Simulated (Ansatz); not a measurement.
# Two attempts at AlBrHO (SMILES [OH][Al][Br])

Wanted: the energy of AlBrHO, ROBCCD/ANO-RCC-VDZP (sfX2C, accuracy low).

The calculation is run with Ansatz 0.2.0.

### 1 The molecule

The species is AlBrHO (4 atoms), typed as a doublet with charge 0. As SMILES, `[OH][Al][Br]`. Geometry: relaxed at PBE0-D4/def2-TZVP.

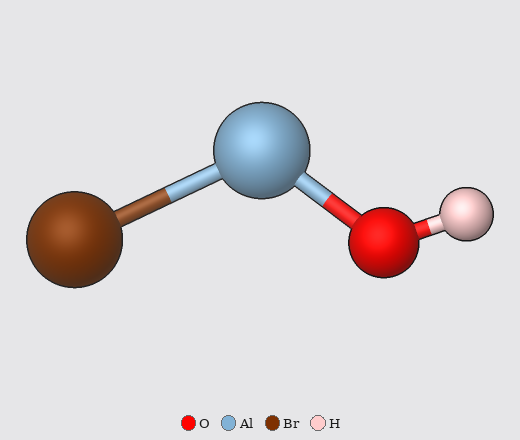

The structure, seen from a chosen angle (oxygen red, aluminium light blue, bromine brown, hydrogen pink).

### 2 First attempt

Input file in.yaml:

```yaml
crystal:
  periodic: [false, false, false]
  atoms:
    - {symbol: O, position_ang: [-0.417900, 0.558200, -0.729100]}
    - {symbol: Al, position_ang: [-0.100700, -0.215000, 0.745000]}
    - {symbol: Br, position_ang: [1.740900, -1.539700, 0.836000]}
    - {symbol: H, position_ang: [-1.166700, 1.136400, -0.872200]}
basis:
  gaussian:
    orbitals: ANO-RCC-VDZP.json
    fitting:
      mean_field: cc-pVDZ
correlation:
  method: bccd
  electrons: all
  diis_vectors: 12
hamiltonian:
  pseudopotentials:
    relativity: scalar
accuracy: low
magnetization:
  spin_polarized: false
  initial_magnetization: 1
scf:
  lower_state_search: full
```

The basis set ANO-RCC-VDZP is read from a file made from the Basis Set Exchange's data (not shown).

The run is started by

```bash
ansatz run in.yaml --threads 1 --pin off --max-ram 2610MiB --events-out events.jsonl --progress --plain --runs-dir runs
```

What it wrote:

```text
Warning: RAYON_NUM_THREADS=1 ignored (pool sized by the plan → 1); use --threads N
Functional definition: HF
  name "HF"
  exchange = exact_x
  correlation = 0
64 factors; integrals over basis functions are off by at most 6.6e1 eV
mean field evaluation 1: about -79162.9774 eV, gradient 3.1e1 eV
mean field evaluation 2: about -79164.5648 eV, gradient 2.2e1 eV
mean field evaluation 4: about -79165.6384 eV, gradient 9.4e-1 eV
mean field evaluation 8: about -79162.9776 eV, gradient 3.1e1 eV
mean field evaluation 16: about -79113.8024 eV, gradient 1.9e2 eV
mean field evaluation 32: about -79163.6953 eV, gradient 2.3e1 eV
mean field evaluation 64: about -79165.5733 eV, gradient 3.9e0 eV
mean field evaluation 96: about -79160.5104 eV, gradient 5.6e-3 eV
mean field -79165.64757905 eV, -2909.2838881269 hartree, gradient 8.5e-7 eV, S^2 0.750000; 6 other end points of the search recorded, 0 dependent functions left out
mean field evaluation 128: about -79165.6369 eV, gradient 1.0e0 eV
reference -79165.64757905 eV, -2909.2838881269 hartree; 29, 28 occupied and 35, 36 virtual orbitals, 64 factors
second order -12.11117943 eV of doubles, -0.01120637 eV of singles
cycle   1  -12.01806259 eV  change    1.0e-1 eV  update   7.3e-2
cycle   2  -12.20858537 eV  change   -1.9e-1 eV  update   2.5e-2
cycle   3  -12.25443292 eV  change   -4.6e-2 eV  update   1.6e-2
cycle   4  -12.24380163 eV  change    1.1e-2 eV  update   6.1e-3
cycle   5  -12.24013728 eV  change    3.7e-3 eV  update   2.5e-3
cycle   6  -12.24022368 eV  change   -8.6e-5 eV  update   8.6e-4
cycle   7  -12.24033503 eV  change   -1.1e-4 eV  update   3.4e-4
cycle   8  -12.24041920 eV  change   -8.4e-5 eV  update   1.1e-4
cycle   9  -12.24043412 eV  change   -1.5e-5 eV  update   4.0e-5
Total energy: -79177.88801317 eV, -2909.7337157838 hartree
Relativity: scalar
```

Run time: 20 s. Hardware: 1 thread of Arm Neoverse V2, shared host; peak memory 0.67 GiB.

### 3 Diagnosis

It ran to the end. The result can't be trusted all the same.

What is wrong: the fitting set doesn't suit the orbital basis or method. To mend it: integral approximation default in place of cc-pVDZ.

### 4 Try two

Edit in.yaml of step 2 so:

```diff
@@ -10,4 +10,2 @@
     orbitals: ANO-RCC-VDZP.json
-    fitting:
-      mean_field: cc-pVDZ
 correlation:
@@ -25 +23,3 @@
   lower_state_search: full
+output:
+  orbitals: {seedname: orbitals}
```

The basis set ANO-RCC-VDZP is read from a file made from the Basis Set Exchange's data (not shown).

The run is started by

```bash
ansatz run in.yaml --threads 1 --pin off --max-ram 2610MiB --events-out events.jsonl --progress --plain --runs-dir runs
```

What it wrote (excerpt; [...] marks lines left out):

```text
Warning: RAYON_NUM_THREADS=1 ignored (pool sized by the plan → 1); use --threads N
[... 2 set-up lines as earlier in the session ...]
[...]
744 factors; integrals over basis functions are off by at most 5.9e-4 eV
[...]
mean field -79523.40167066 eV, -2922.4311084992 hartree, gradient 1.8e-6 eV, S^2 0.750000; 6 other end points of the search recorded, 0 dependent functions left out
reference -79523.40167066 eV, -2922.4311084992 hartree; 29, 28 occupied and 35, 36 virtual orbitals, 744 factors
second order -11.65339015 eV of doubles, -0.01377352 eV of singles
cycle   1  -11.60817367 eV  change    5.9e-2 eV  update   8.6e-2
[...]
cycle   9  -11.89977377 eV  change   -5.1e-5 eV  update   6.4e-5
Total energy: -79535.30144443 eV, -2922.8684171192 hartree
Relativity: scalar
```

Run time: 33 s. Hardware: 1 thread of Arm Neoverse V2, shared host; peak memory 0.83 GiB.

### 5 Summary of results

Level: ROBCCD/ANO-RCC-VDZP (sfX2C, accuracy low).

| quantity | value |
| --- | --- |
| total energy | -2922.86842 Eh |
| correlation energy | -437.3 mEh |
| ⟨S²⟩ | 0.750 |
| T1 diagnostic | 0.010 |

The first attempt's energy was +357.413 eV off this one. The accuracy setting is loose, so the last digits carry no meaning.
